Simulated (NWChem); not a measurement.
# One shape, several levels: C2H2S (ethenethione)

Wanted: a comparison of 4 runs (HF/def2-TZVP, SVWN5/def2-TZVP, MP2/def2-TZVP, CCSD(T)/def2-TZVP) of C2H2S (ethenethione). 

The results are computed with NWChem 7.3.0.

## 1. The system as given

C2H2S has 5 atoms, charge 0, and is taken as a singlet. SMILES: `C=C=S`. The C1–H5 distance was set to 1.625 Å, away from the relaxed value. At this shape a bond of the SMILES string is far longer than usual.

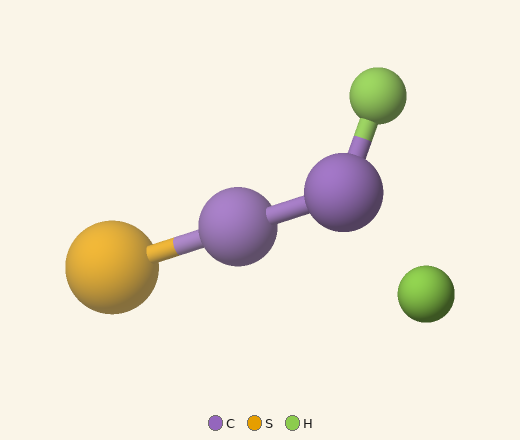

The structure, seen from a chosen angle (carbon purple, sulfur amber, hydrogen green).

## 2. A single-point energy at HF/def2-TZVP (run 1)

a.nw

```
start a
title "C2H2S"
memory stack 880 mb heap 220 mb global 1100 mb
geometry units angstroms noautosym nocenter noautoz
  C      0.480232     0.108238    -0.297227
  C     -0.688568     0.639888    -0.519317
  S     -2.079718     1.272588    -0.783567
  H      1.331982     0.374118    -0.912167
  H      0.684170    -0.964520     0.906870
end
basis spherical bse
  * library def2-TZVP
end
scf
  thresh 1e-08
  maxiter 80
end
task scf
```

Command:

```sh
$ nwchem a.nw > a.out
```

What it wrote:

```text
[...]
  functions       =   111
[...]
  wavefunction    = RHF
[...]
         Total SCF energy =   -474.325032999360
      One-electron energy =   -806.454235305325
      Two-electron energy =    254.522329684392
 Nuclear repulsion energy =     77.606872621573
        Time for solution =     30.1s
[...]
```

It took 31 s on 1 thread of Intel Xeon 6975P-C (Granite Rapids), shared host; peak memory 0.11 GiB.

## 3. A single-point energy at SVWN5/def2-TZVP (run 2)

run.py

```python
from ase import Atoms
from ase.calculators.nwchem import NWChem

mol = Atoms(['C', 'C', 'S', 'H', 'H'], positions=[
    [0.480232, 0.108238, -0.297227],
    [-0.688568, 0.639888, -0.519317],
    [-2.079718, 1.272588, -0.783567],
    [1.331982, 0.374118, -0.912167],
    [0.684170, -0.964520, 0.906870],
])

calc = NWChem(
    label='struct',
    theory='dft',
    memory='2200 mb',
    basis='def2-TZVP',
    basispar='spherical bse',
    dft={'xc': 'slater vwn_5', 'mult': '1', 'grid': 'fine', 'convergence': 'energy 1e-08', 'iterations': '100', 'mulliken': None},
    task='energy',
)
mol.calc = calc

e = mol.get_potential_energy()
print(f"E = {e:.6f} eV")
print("dipole (e A):", mol.get_dipole_moment().round(4))
```

Command:

```sh
$ export ASE_NWCHEM_COMMAND="nwchem PREFIX.nwi > PREFIX.nwo"
$ python run.py
```

What it wrote:

```text
E = -12883.021369 eV
dipole (e A): [ 0.1827 -0.1016  0.0567]
```

The calculator wrote struct.nwi:

```
title "struct"

permanent_dir struct

scratch_dir struct

start struct

geometry units angstrom nocenter noautosym noautoz
  C  4.8023199999999999e-01 1.0823800000000000e-01 -2.9722700000000002e-01
  C  -6.8856799999999996e-01 6.3988800000000001e-01 -5.1931700000000003e-01
  S  -2.0797180000000002e+00 1.2725880000000001e+00 -7.8356700000000001e-01
  H  1.3319820000000000e+00 3.7411800000000001e-01 -9.1216699999999995e-01
  H  6.8416999999999994e-01 -9.6452000000000004e-01 9.0686999999999995e-01
end

memory 2200 mb

basis spherical bse noprint
   * library def2-TZVP
end

dft
  xc slater vwn_5
  mult 1
  grid fine
  convergence energy 1e-08
  iterations 100
  mulliken
end

task dft energy
```

struct.nwo, cut to the lines that bear on the results:

```text
[...]
      One electron energy =     -806.992410439320
[... 1 line left out ...]
    Exchange-Corr. energy =      -34.944060452341
[... 6 lines left out ...]
                       DFT Final Molecular Orbital Analysis
[... 803 lines left out ...]
    Atom       Charge   Shell Charges
[...]
```

Wall time 21 s (1 thread of Intel Xeon 6975P-C (Granite Rapids), shared host); peak memory 0.12 GiB.

Run 3 isn't shown in full; the table further down has it.

## 4. A single-point energy at CCSD(T)/def2-TZVP (run 4)

m1.nw

```
START m1
TITLE "C2H2S"
memory stack 880 mb heap 220 mb global 1100 mb
charge 0

GEOMETRY units angstrom noautosym nocenter noautoz
   C        0.480232       0.108238      -0.297227
   C       -0.688568       0.639888      -0.519317
   S       -2.079718       1.272588      -0.783567
   H        1.331982       0.374118      -0.912167
   H        0.684170      -0.964520       0.906870
END

BASIS spherical bse
   * library def2-TZVP
END

SCF
   singlet
   rhf
   thresh 1e-08
   maxiter 80
   print low
END

CCSD
   freeze core 7
   maxiter 60
END

TASK ccsd(t) energy
```

Command:

```sh
$ nwchem m1.nw > m1.out
```

What it wrote:

```text
[...]
  functions       =   111
[...]
  wavefunction    = RHF
[...]
         Total SCF energy =   -474.325032999360
      One-electron energy =   -806.454235305325
      Two-electron energy =    254.522329684392
 Nuclear repulsion energy =     77.606872621573
        Time for solution =     28.8s
[...]
 Total MP2 energy:           -474.807901168008584
[...]
             energy      energy      error      ampl     ampl      Block
                                                time     time      time
[...]
 Total CCSD energy:           -474.833671827350770
[...]
 Total CCSD+T(CCSD) energy:           -474.865544951622553
[...]
 Total CCSD(T) energy:                -474.864168409769661
[...]
```

It took 4.4 min on 1 thread of Intel Xeon 6975P-C (Granite Rapids), shared host; peak memory 0.31 GiB.

## 5. Overview of the runs

```
run              level  iteration cap   module  energy (Eh)  wall time
  1       HF/def2-TZVP             80      scf  -474.325033       31 s
  2    SVWN5/def2-TZVP            100      dft  -473.442307       21 s
  3      MP2/def2-TZVP             80      mp2  -474.807901       34 s
  4  CCSD(T)/def2-TZVP             80  ccsd(t)  -474.864168    4.4 min
```

## 6. Results

| quantity | value |
| --- | --- |
| run 4: total energy | -474.86417 Eh |
| run 4: correlation energy (7 core orbitals frozen) | -539.1 mEh |
| run 4: (T) correction | -30.50 mEh |

In words: Below the HF energy at the same shape and in the same basis (def2-TZVP): MP2 -482.9 mEh; CCSD(T) -539.1 mEh. In all runs a closed-shell determinant meets a far-stretched bond; if it breaks into open shells, such a determinant describes it badly, and no broken-symmetry solution was shown. All runs together took 5.9 min, the longest 4.4 min.
